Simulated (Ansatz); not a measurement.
SnH3Cl3: several calculations on one system

### Relaxation

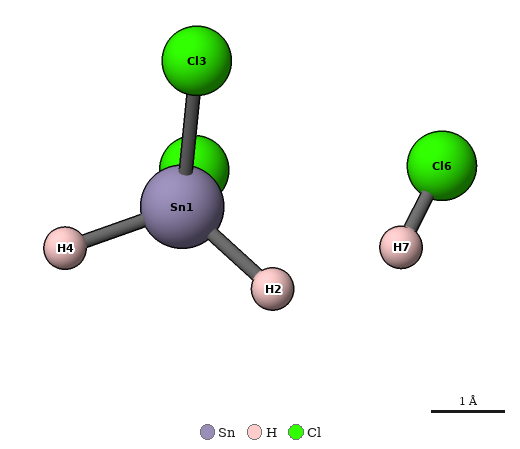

Starting structure of SnH3Cl3. Style: ball-and-stick. Shown from a free direction.

The run prepares an end point of a later path (reaction) calculation, from a guessed geometry.

These are results of Ansatz, RKS BLYP-D4/def2-SVP, not measurements.

The input:
```yaml
crystal:
  periodic: [false, false, false]
  atoms:
    - { symbol: Sn, position_ang: [-0.099223, 0.175744, -0.086015] }
    - { symbol: H, position_ang: [0.021444, 0.022464, 1.641437] }
    - { symbol: Cl, position_ang: [2.065623, 0.311457, -1.054857] }
    - { symbol: H, position_ang: [-0.949857, 1.579037, -0.6171] }
    - { symbol: Cl, position_ang: [-1.260804, -1.68706, -0.995232] }
    - { symbol: Cl, position_ang: [1.566322, -2.500133, 1.686414] }
    - { symbol: H, position_ang: [0.958594, -1.46131, 2.277052] }
basis:
  gaussian: { orbitals: def2-SVP }
hamiltonian:
  xc: blyp
  dispersion: d4
relax:
  f_tol: 0.03
  max_steps: 50
```

Command:
```bash
ansatz run input.yaml --threads 2 --pin off --max-ram 3072MiB --backend cpu --events-out ev --progress --plain --runs-dir out
```

Where does the relaxation end?

Answer. After 28 accepted moves (34 points after the start) the energy has fallen by 0.261 eV. Largest force component: 0.82 eV/Å at the start, 0.0054 eV/Å at the end. The line search rejected the trial steps at points 11, 12, 14, 20, 24, 33 of the run. The forces were under the threshold at step 10, but the run went on from there. H7 moves most after the best rigid fit: 1.51 Å. By element the largest moves are H 1.51 Å, Cl 0.72 Å, Sn 0.28 Å. Among the contacts that change: Sn1–Cl3 2.376 → 2.412 Å, Cl6–H7 1.341 → 1.312 Å, Sn1–H2 1.738 → 1.720 Å. Bond angles that change, for instance: H2–Sn1–H4 114.3° → 119.0°, Cl3–Sn1–Cl5 109.5° → 106.8°, H2–Sn1–Cl3 110.3° → 107.8°. Cost: 31 s on 2 threads of Intel(R) Xeon(R) 6975P-C (Granite Rapids), on a shared host, peak memory 0.15 GiB.

Final geometry:

```xyz
7

Sn   -0.3419    0.2600    0.0225
H    -0.5834    0.2679    1.7253
Cl    2.0251    0.0442   -0.3870
H    -0.8234    1.6402   -0.8968
Cl   -1.3833   -1.6436   -0.9418
Cl    1.4028   -2.4286    2.1194
H     2.0062   -1.6998    1.2101
```

After the run, drawn alike:

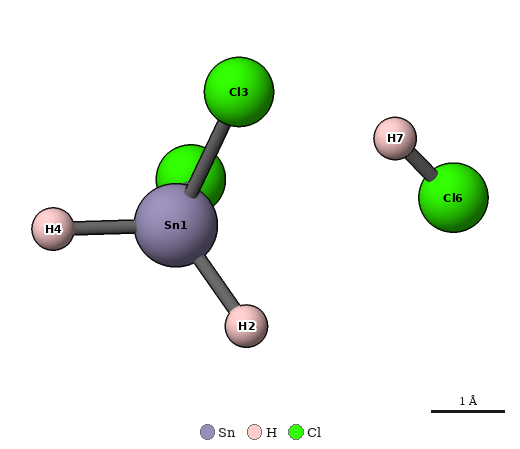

### Relaxation

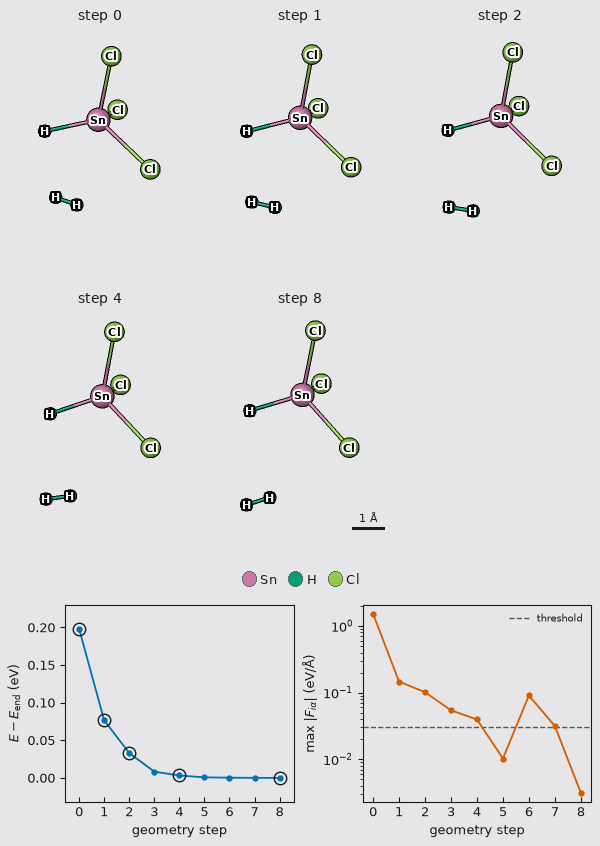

Frames of a relaxation of SnH3Cl3, marked on the history of the run. The picture is a ball-and-stick view, seen from a free direction.

The run prepares an end point of a later path (reaction) calculation, from a guessed geometry.

The calculation used RKS BLYP-D4/def2-SVP in Ansatz. Set-up: no spin polarisation; force threshold 0.03 eV/Å; at most 50 steps.

**What happens along the run?**

Over 8 geometry steps the energy falls by 0.198 eV. Largest force component: 1.5 eV/Å at the start, 0.0031 eV/Å at the end. The forces were under the threshold at step 5, but the run went on from there. The largest move after the best rigid fit is that of an H atom, 0.87 Å. By element the largest moves are H 0.87 Å, Cl 0.33 Å, Sn 0.29 Å. Near-neighbour distances that change, for instance: H–H 0.721 → 0.767 Å, Cl–Sn 2.401 → 2.375 Å, Cl–Sn 2.376 → 2.370 Å. Bond angles that change, for instance: H–Sn–Cl 120.7° → 111.1°, Cl–Sn–Cl 104.2° → 107.5°, Cl–Sn–Cl 104.5° → 107.5°. From step 0 to 1: an H atom moves most (0.19 Å), energy −0.122 eV. From step 1 to 2: an H atom moves most (0.19 Å), energy −0.044 eV. From step 2 to 4: an H atom moves most (0.32 Å), energy −0.030 eV. From step 4 to 8: an H atom moves most (0.19 Å), energy −0.003 eV.

Limits of the set-up: the start holds two separate molecules, 2.3 Å apart at their closest, whose relative position is a soft coordinate.

### Path

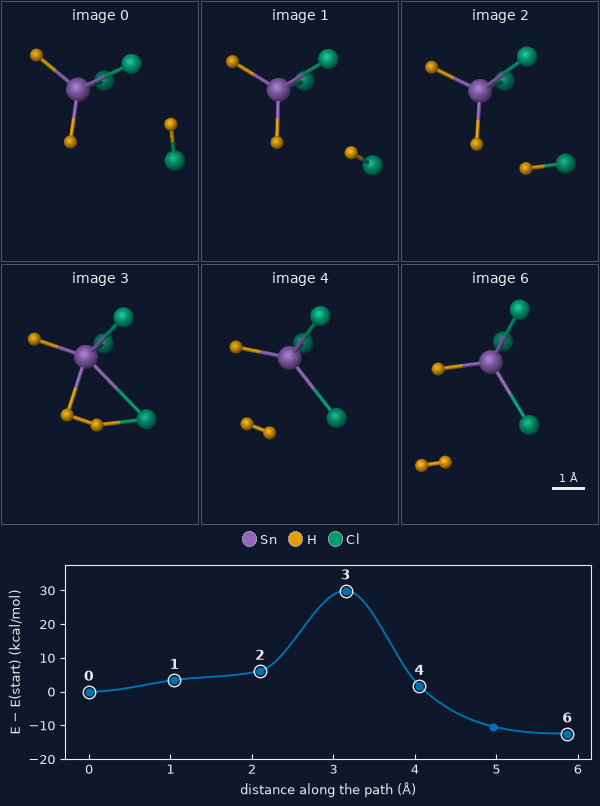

A nudged-elastic-band calculation for SnH$_{3}$Cl$_{3}$, made up at the start of SnH2Cl2 and HCl. Images are numbered from 0 (start) to 6 (end). The picture is a ball-and-stick view, seen from a free direction.

Theory: Ansatz 0.2.0, RKS BLYP-D4/def2-SVP. Run with 5 movable images; climbing image; force threshold 0.05 eV/Å; iteration limit 60; starting path through a guess of the saddle point.

What happens along the path, and what is the barrier?

Answer. The energy climbs by 30.0 kcal/mol to image 3 and then falls by 42.4 kcal/mol, so the end point sits at −12.4 kcal/mol. Breaking: Cl–H (1.31 → 2.98 Å), H–Sn (1.72 → 4.11 Å). Forming: H–H (3.29 → 0.77 Å), Cl–Sn (3.83 → 2.37 Å). The band converged in 13 iterations. The largest component of the band force went from 27 to 0.044 eV/Å. The climbing image converged on the top of the path. Its vibrational analysis gives one imaginary mode (1090i cm⁻¹), as a transition state must have.

Limits of the set-up: the start holds two separate molecules, 2.4 Å apart at their closest, whose relative position is a soft coordinate.
